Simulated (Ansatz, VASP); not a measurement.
# Cross-check of KZnF3 between VASP and Ansatz, part 2 of 2

One calculation is typed for both programs; each brings its own data sets. How far apart do they land? The cell is taken from a series of VASP runs on this material, whose earlier steps may have relaxed, scaled or displaced it; both programs get it as it stands. Valence electrons are named where the data sets of a main pair hold unlike numbers.

VASP 6.6.1 and Ansatz 0.2.0.

So far: Starting point; Ansatz: band structure, r2SCAN; VASP: band structure, r2SCAN.

### 3. VASP: band structure, r2SCAN (continued)

Level of this step: r2SCAN; plane waves and PAW (Zn, K_sv, F) (VASP).

Numbers of over 12 decimals in the logs are rounded to 6 here.

From OUTCAR (step 3):

```text
ion  position               nearest neighbor table
   1  0.500  0.500  0.500-   3 2.06   4 2.06   5 2.06   5 2.06   3 2.06   4 2.06
   2  0.000  0.000  0.000-
   3  0.500  0.000  0.500-   1 2.06   1 2.06
   4  0.000  0.500  0.500-   1 2.06   1 2.06
   5  0.500  0.500  0.000-   1 2.06   1 2.06

  LATTYP: Found a simple cubic cell.
 ALAT       =     4.1227077738

 Subroutine GETGRP returns: Found 48 space group operations
 (whereof 48 operations were pure point group operations)

The static configuration has the point symmetry O_h .

 Found     10 irreducible k-points:

   k-points           NKPTS =     10   k-points in BZ     NKDIM =     10   number of bands    NBANDS=     36

   dimension x,y,z NGX =    32 NGY =   32 NGZ =   32
   dimension x,y,z NGXF=    64 NGYF=   64 NGZF=   64

   ENCUT  =  520.0 eV  38.22 Ry    6.18 a.u.   7.67  7.67  7.67*2*pi/ulx,y,z

   NELECT =      42.0000    total number of electrons

 k-points in reciprocal lattice and weights: Automatic mesh
   0.00000000  0.00000000  0.00000000       0.008
   0.20000000  0.00000000  0.00000000       0.048
   0.40000000  0.00000000  0.00000000       0.048
   0.20000000  0.20000000  0.00000000       0.096
   0.40000000  0.20000000  0.00000000       0.192
   0.40000000  0.40000000  0.00000000       0.096
   0.20000000  0.20000000  0.20000000       0.064
   0.40000000  0.20000000  0.20000000       0.192
   0.40000000  0.40000000  0.20000000       0.192
   0.40000000  0.40000000  0.40000000       0.064

 average (electrostatic) potential at core
       1 -42.8320       2 -39.1607       3 -82.8976       4 -82.8976       5 -82.8976

 E-fermi :  -0.8185

 k-point     1 :       0.0000    0.0000    0.0000
  band No.  band energies     occupation
    ...
     17      -3.6387      2.00000
     18      -3.6387      2.00000
     19      -3.4462      2.00000
     20      -3.4462      2.00000
     21      -3.4462      2.00000
     22       2.6585      0.00000
     23       7.7434      0.00000
     24       7.7434      0.00000
     25       8.3460      0.00000
     26      10.1541      0.00000
    ...

 k-point     2 :       0.2000    0.0000    0.0000
  band No.  band energies     occupation
    ...
     17      -3.6040      2.00000
     18      -3.6040      2.00000
     19      -3.4593      2.00000
     20      -3.4306      2.00000
     21      -3.4306      2.00000
     22       3.3735      0.00000
     23       7.9253      0.00000
     24       8.0414      0.00000
     25       8.7712      0.00000
     26      10.1487      0.00000
    ...

 k-point     3 :       0.4000    0.0000    0.0000
  band No.  band energies     occupation
    ...
     17      -3.5940      2.00000
     18      -3.5940      2.00000
     19      -3.3677      2.00000
     20      -3.3677      2.00000
     21      -3.3007      2.00000
     22       4.8933      0.00000
     23       7.4563      0.00000
     24       8.5617      0.00000
     25      10.1360      0.00000
     26      10.1360      0.00000
    ...

  Total       -1.7845500     -1.7845500     -1.7845500      0.0000000      0.0000000     -0.0000000
  in kB      -40.8029588    -40.8029588    -40.8029588      0.0000000      0.0000000     -0.0000000
  external PRESSURE =     -40.8029588 kB  Pullay stress =       0.0000000 kB

  energy-cutoff  :      520.00
  volume of cell :       70.07
      direct lattice vectors                 reciprocal lattice vectors
     4.122707774  0.000000000  0.000000000     0.242559030  0.000000000  0.000000000
     0.000000000  4.122707774  0.000000000     0.000000000  0.242559030  0.000000000
     0.000000000  0.000000000  4.122707774     0.000000000  0.000000000  0.242559030

 POSITION                                       TOTAL-FORCE (eV/Angst)
 -----------------------------------------------------------------------------------
      2.06135      2.06135      2.06135         0.000000      0.000000      0.000000
      0.00000      0.00000      0.00000         0.000000      0.000000      0.000000
      2.06135      0.00000      2.06135         0.000000      0.000000      0.000000
      0.00000      2.06135      2.06135         0.000000      0.000000      0.000000
      2.06135      2.06135      0.00000         0.000000      0.000000      0.000000
 -----------------------------------------------------------------------------------
    total drift:                                0.000000     -0.000000     -0.000000

  FREE ENERGIE OF THE ION-ELECTRON SYSTEM (eV)
  ---------------------------------------------------
  free  energy   TOTEN  =       -38.3120073866 eV

  energy  without entropy=      -38.3120073865  energy(sigma->0) =      -38.31200739

 total charge
# of ion       s       p       d       tot
------------------------------------------
    1        0.304   0.323   9.946  10.573
    2        1.955   5.678   0.018   7.651
    3        1.736   4.381   0.000   6.117
    4        1.736   4.381   0.000   6.117
    5        1.736   4.381   0.000   6.117
--------------------------------------------------
tot          7.466  19.144   9.964  36.574

[... 3 further parts left out ...]
```

The PAW data sets were made with PBE, which is usual practice but a small mismatch for other functionals. At this level the cell is under a tension of 4.1 GPa, so at these settings it is away from equilibrium.

### 4. Comparison

Known differences besides the potentials themselves: VASP keeps PBE cores, Ansatz makes them for the functional; the cutoff is 500 eV in Ansatz and 520 eV in VASP. Total energies have different zeros and are not compared.

Both answers:

```tsv
quantity	Ansatz	VASP	difference
pressure (GPa)	-4.17	-4.08	-0.09
pressure without Ansatz's Pulay correction (GPa)	-4.28	-4.08	-0.20
gap over the path points (eV)	4.487	4.440	+0.048
```

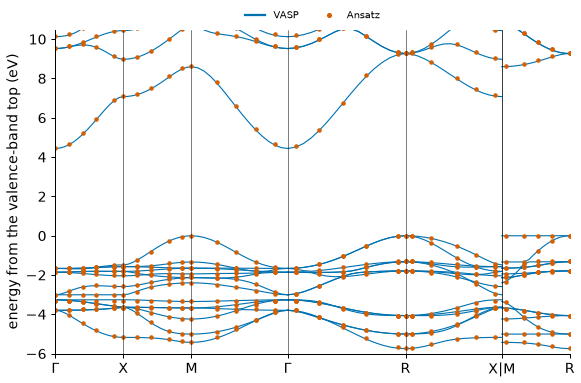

Bands from VASP (lines) and levels from Ansatz (dots). Dots without a line are higher empty bands that the VASP plot leaves out.

Levels at points of the path, from each program's valence-band top (eV; 4 filled, then empty):

```tsv
k (reciprocal lattice)	Ansatz	VASP
0.000 0.000 0.000	-1.84 -1.64 -1.64 -1.64 4.49 9.57 9.57	-1.86 -1.67 -1.67 -1.67 4.44 9.53 9.53
0.000 0.100 0.000	-1.83 -1.66 -1.64 -1.64 4.68 9.65 9.65	-1.84 -1.68 -1.66 -1.66 4.63 9.61 9.61
0.000 0.200 0.000	-1.80 -1.67 -1.63 -1.63 5.20 9.74 9.86	-1.82 -1.68 -1.65 -1.65 5.16 9.71 9.82
0.000 0.300 0.000	-1.79 -1.61 -1.61 -1.61 5.95 9.62 10.14	-1.81 -1.62 -1.62 -1.61 5.90 9.59 10.10
0.000 0.433 0.000	-1.79 -1.57 -1.57 -1.50 6.93 9.14 10.43	-1.81 -1.58 -1.58 -1.50 6.88 9.11 10.39
0.000 0.500 0.000	-1.79 -1.57 -1.57 -1.49 7.12 9.01 10.47	-1.81 -1.57 -1.57 -1.48 7.08 8.98 10.44
0.100 0.500 0.000	-1.78 -1.57 -1.56 -1.25 7.22 9.11 10.55	-1.80 -1.58 -1.57 -1.25 7.18 9.08 10.52
0.200 0.500 0.000	-1.74 -1.59 -1.52 -0.81 7.51 9.41 10.79	-1.75 -1.60 -1.53 -0.81 7.46 9.38 10.76
0.333 0.500 0.000	-1.68 -1.63 -1.40 -0.28 8.11 10.01 11.14	-1.69 -1.63 -1.43 -0.28 8.06 9.99 11.12
0.433 0.500 0.000	-1.65 -1.64 -1.33 -0.05 8.53 10.54 10.93	-1.66 -1.65 -1.35 -0.05 8.49 10.51 10.89
```

Among the levels compared at these points, filled levels agree within 22 meV and empty ones within 48 meV. Ansatz's pressure holds a Pulay correction of 0.12 GPa; VASP's holds none.

### 5. Results

```json
{"largest difference of a filled level at the path points (band structure, r2SCAN)": "22 meV", "difference in gap over the path points (band structure, r2SCAN)": "0.048 eV"}
```

What this shows: The difference in gap over the path points is 0.048 eV (band structure, r2SCAN), within the 0.08 eV picked in this series as the mark of a large difference. How closely two codes agree says nothing of how well the functional describes the real material.

[Lines on the potential files, build, host, timing and source positions are cut from VASP's logs without a mark.]

[Logs are printed without paths, hosts, clocks, repeated set-up lines and the standing remarks that a program may print on its own settings, such as how far it seeks lower states.]

[Hosts, paths, dates, database ids (printed as entryN), source tags and the programs' standing remarks are cut or masked in the printed files.]
